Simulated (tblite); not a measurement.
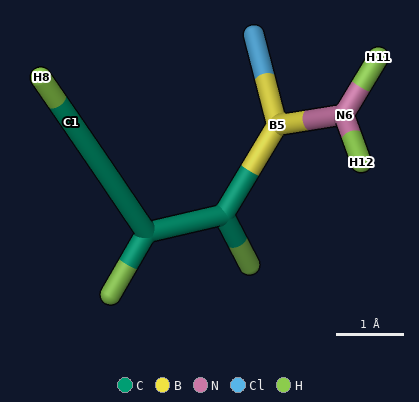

Figure 1. The input geometry (stick view, seen at a tilt; atoms are numbered from 1 in the order of the input). Bond lengths as drawn: B–C 1.57 Å, B–Cl 1.74 Å, B–N 1.38 Å, C–C 1.20 to 1.41 Å, C–H 1.05 to 1.08 Å and H–N 1.01 Å.

# Saddle-point search, with input and output: C$_{4}$H$_{5}$BClN

- system: C$_{4}$H$_{5}$BClN
- method: GFN2-xTB saddle search (eigenvector following) and harmonic vibrations, gas phase (tblite 0.8.0)

What the program printed
```
step      E/eV     max force
  0    -538.08564   0.0358
  1    -538.08515   0.0559
  2    -538.08513   0.0514
  3    -538.08520   0.0132
  4    -538.08522   0.0051
  5    -538.08521   0.0024
lowest wavenumbers (cm-1): -36.9 72.1 142.2 214.6 272.9 302.2
```

Trajectory as extended XYZ (Å, eV, eV/Å), 6 frames, from step=0 to step=5
```
12
Properties=species:S:1:pos:R:3:forces:R:3 step=0 energy=-538.08564
C     2.3346    0.8743    0.7599    0.0270   0.0230   0.0050
C     1.7213   -0.0566    0.3135   -0.0070  -0.0220  -0.0160
C     1.0070   -1.1532   -0.2137    0.0020   0.0000   0.0000
C    -0.3261   -1.1719   -0.2957    0.0010   0.0050  -0.0090
B    -1.2596   -0.0135    0.2028   -0.0080   0.0000   0.0000
N    -1.6820    1.0153   -0.6209   -0.0020   0.0010  -0.0050
Cl   -1.8160   -0.0072    1.8521   -0.0160  -0.0020   0.0090
H     2.8728    1.6855    1.1510   -0.0020  -0.0030   0.0060
H     1.6155   -1.9853   -0.5491    0.0070   0.0030  -0.0020
H    -0.7893   -2.0591   -0.7122   -0.0060  -0.0050   0.0130
H    -2.2783    1.7630   -0.3064    0.0000   0.0000   0.0050
H    -1.4000    1.1088   -1.5812    0.0040   0.0010  -0.0060
12
Properties=species:S:1:pos:R:3:forces:R:3 step=1 energy=-538.08515
C     2.3769    0.8494    0.7930   -0.0180  -0.0260  -0.0150
C     1.7428   -0.0607    0.3309    0.0210   0.0270   0.0140
C     1.0157   -1.1410   -0.2125    0.0040   0.0070   0.0030
C    -0.3172   -1.1481   -0.3014   -0.0020   0.0030  -0.0010
B    -1.2569    0.0048    0.1986   -0.0240   0.0420  -0.0280
N    -1.7336    0.9978   -0.6425    0.0240  -0.0380   0.0130
Cl   -1.7637    0.0456    1.8652    0.0020   0.0040  -0.0250
H     2.9266    1.6444    1.2016   -0.0070  -0.0100  -0.0050
H     1.6179   -1.9741   -0.5574    0.0000   0.0020   0.0010
H    -0.7834   -2.0280   -0.7311    0.0010   0.0020   0.0030
H    -2.3390    1.7389   -0.3293    0.0030  -0.0040   0.0020
H    -1.4861    1.0709   -1.6151   -0.0040  -0.0090   0.0390
12
Properties=species:S:1:pos:R:3:forces:R:3 step=2 energy=-538.08513
C     2.3884    0.8373    0.8122    0.0000  -0.0020   0.0000
C     1.7509   -0.0667    0.3438   -0.0040  -0.0020  -0.0020
C     1.0199   -1.1384   -0.2109   -0.0020   0.0040   0.0020
C    -0.3127   -1.1370   -0.3084    0.0000  -0.0010   0.0010
B    -1.2511    0.0155    0.1949   -0.0190   0.0390  -0.0200
N    -1.7582    0.9879   -0.6523    0.0250  -0.0370   0.0030
Cl   -1.7183    0.0823    1.8730    0.0070   0.0050  -0.0370
H     2.9410    1.6264    1.2279   -0.0030  -0.0040  -0.0010
H     1.6191   -1.9719   -0.5601    0.0000   0.0020   0.0000
H    -0.7807   -2.0097   -0.7507    0.0050   0.0070   0.0030
H    -2.3641    1.7278   -0.3376    0.0010   0.0000   0.0010
H    -1.5341    1.0466   -1.6318   -0.0080  -0.0090   0.0500
12
Properties=species:S:1:pos:R:3:forces:R:3 step=3 energy=-538.08520
C     2.3889    0.8409    0.8041   -0.0050  -0.0070  -0.0030
C     1.7494   -0.0632    0.3385    0.0050   0.0080   0.0040
C     1.0185   -1.1373   -0.2111    0.0010   0.0000   0.0000
C    -0.3141   -1.1395   -0.3046    0.0000   0.0010  -0.0010
B    -1.2555    0.0117    0.1960    0.0040  -0.0010   0.0000
N    -1.7505    0.9909   -0.6480   -0.0050   0.0030   0.0050
Cl   -1.7435    0.0671    1.8661   -0.0020  -0.0010   0.0080
H     2.9425    1.6307    1.2169   -0.0020  -0.0010  -0.0010
H     1.6185   -1.9710   -0.5587    0.0000   0.0000   0.0000
H    -0.7808   -2.0155   -0.7412   -0.0010  -0.0020  -0.0010
H    -2.3590    1.7295   -0.3352    0.0020  -0.0010   0.0010
H    -1.5143    1.0558   -1.6228    0.0020   0.0010  -0.0130
12
Properties=species:S:1:pos:R:3:forces:R:3 step=4 energy=-538.08522
C     2.3851    0.8409    0.8058    0.0020   0.0030   0.0020
C     1.7483   -0.0642    0.3389   -0.0030  -0.0030  -0.0020
C     1.0185   -1.1385   -0.2119    0.0000   0.0000   0.0000
C    -0.3142   -1.1401   -0.3059    0.0000   0.0000   0.0000
B    -1.2533    0.0124    0.1960    0.0000   0.0000   0.0010
N    -1.7500    0.9904   -0.6484    0.0010  -0.0010  -0.0040
Cl   -1.7352    0.0713    1.8684    0.0010   0.0000  -0.0030
H     2.9368    1.6314    1.2195    0.0000   0.0010   0.0010
H     1.6187   -1.9718   -0.5598    0.0000   0.0000   0.0000
H    -0.7814   -2.0154   -0.7435    0.0000   0.0000   0.0000
H    -2.3557    1.7307   -0.3345   -0.0010   0.0010   0.0000
H    -1.5176    1.0530   -1.6247   -0.0010   0.0000   0.0050
12
Properties=species:S:1:pos:R:3:forces:R:3 step=5 energy=-538.08521
C     2.3848    0.8416    0.8045    0.0010   0.0010   0.0010
C     1.7479   -0.0638    0.3381   -0.0010  -0.0020  -0.0010
C     1.0183   -1.1386   -0.2120    0.0000   0.0000   0.0000
C    -0.3144   -1.1407   -0.3053    0.0000   0.0000   0.0000
B    -1.2537    0.0117    0.1962    0.0000   0.0000   0.0000
N    -1.7487    0.9910   -0.6478    0.0010  -0.0010  -0.0010
Cl   -1.7385    0.0688    1.8678    0.0010   0.0000  -0.0010
H     2.9364    1.6323    1.2179    0.0000   0.0000   0.0000
H     1.6186   -1.9718   -0.5596    0.0000   0.0000   0.0000
H    -0.7816   -2.0165   -0.7420    0.0000   0.0000   0.0000
H    -2.3546    1.7313   -0.3341    0.0000   0.0010   0.0000
H    -1.5146    1.0546   -1.6236   -0.0010   0.0000   0.0020
```

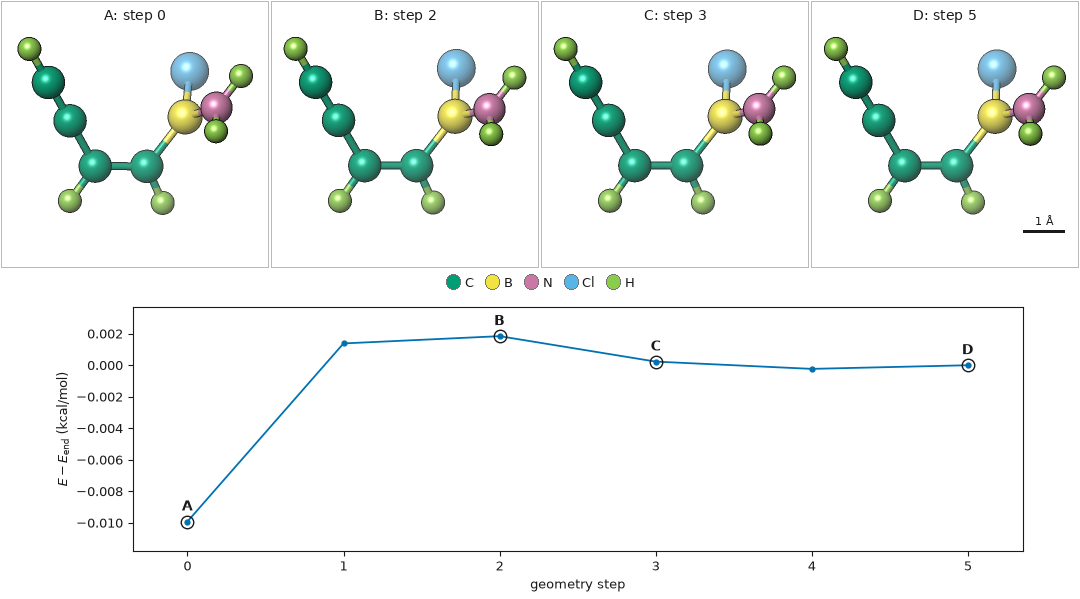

Figure 2. Frames of the saddle-point search (ball-and-stick view, seen at a tilt) above the curves, on which the letters mark them (steps are counted from 0).

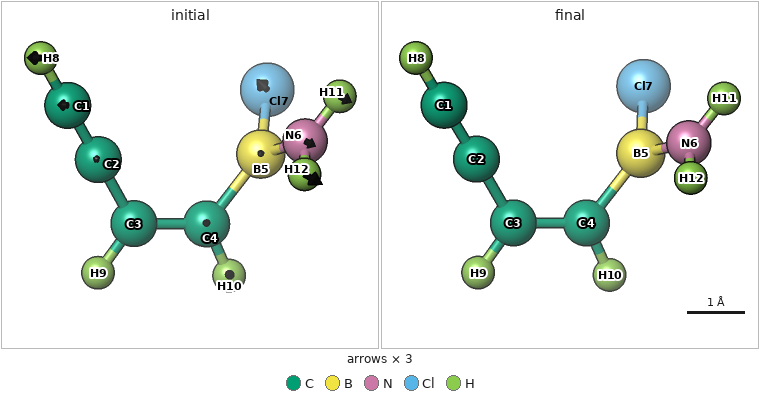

Figure 3. Before (left) and after (right) the saddle-point search, at one scale (ball-and-stick view, seen at a tilt). The black arrows give the displacements, magnified 3 times. H12 moves most after the best rigid fit: 0.13 Å. Largest moves by element: H 0.13 Å, Cl 0.11 Å, N 0.08 Å, C 0.07 Å, B 0.03 Å. The energy rises by 0.01 kcal/mol in 5 geometry steps. The largest force component goes from 0.027 to 0.002 eV/Å. (Atoms are counted from 1 in the order of the input.)

The run was set up as follows.

The input
```
{"job": {"xc": "GFN2-xTB", "basis": "xTB", "kind": "saddle"}, "charge": 0, "multiplicity": 1}
C      2.334639     0.874328     0.759854
C      1.721301    -0.056644     0.313471
C      1.007018    -1.153244    -0.213650
C     -0.326132    -1.171929    -0.295716
B     -1.259568    -0.013524     0.202757
N     -1.681964     1.015280    -0.620881
Cl    -1.815992    -0.007186     1.852104
H      2.872755     1.685468     1.151004
H      1.615502    -1.985284    -0.549068
H     -0.789346    -2.059125    -0.712222
H     -2.278260     1.763035    -0.306404
H     -1.399954     1.108826    -1.581249
```

The first line tells a small driver script what to run in tblite; the rest is the geometry in Å.

Run as:
```bash
OMP_NUM_THREADS=1 python <driver script> task.json out
```

Results in brief

| quantity | value |
| --- | --- |
| outcome | converged |
| total energy | −538.0852 eV |
| point group | C1 |
| hardware | 1 CPU thread, shared host |
| wall time | 3.3 s |
| peak memory | 0.2 GiB |
